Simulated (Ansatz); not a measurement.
```xyz
4

F    -1.2272    0.0250    0.2661
C    -0.0398   -0.0600   -0.2889
F     0.6589   -1.0446    0.2280
F     0.6081    1.0796   -0.2052
```

These are results of Ansatz, UKS r2SCANh-D4/def2-SVP, not measurements.

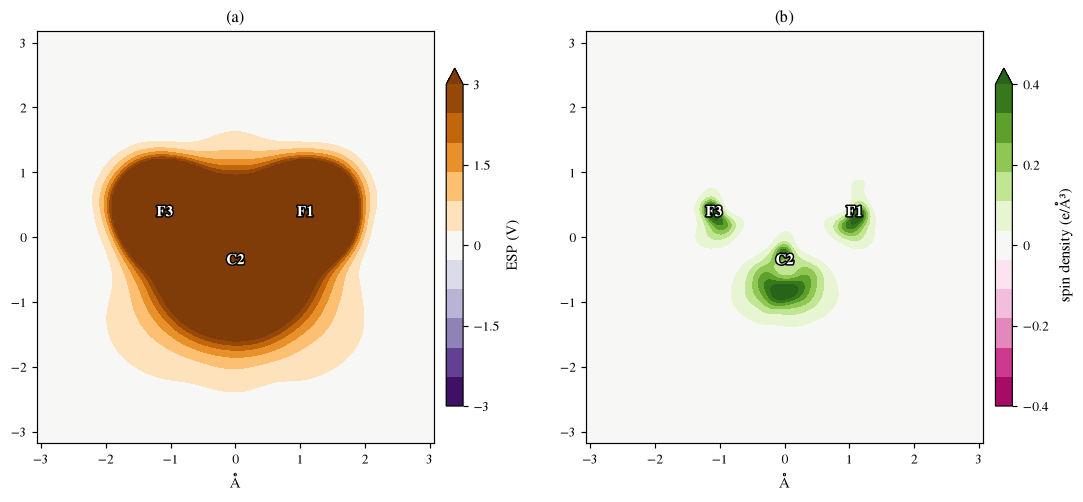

CF3 (doublet). (a) molecular electrostatic potential; (b) spin density on the plane of atoms F1, C2 and F3.

Interpret the plot.

Answer. The plane passes through F and C nuclei. The unpaired spin (1 electron) lies mostly on C2 (about 0.7), F1 (about 0.1), F3 (about 0.1) and F4 (about 0.1), in electrons by Hirshfeld's partition. The potential has no marked negative region in this plane.
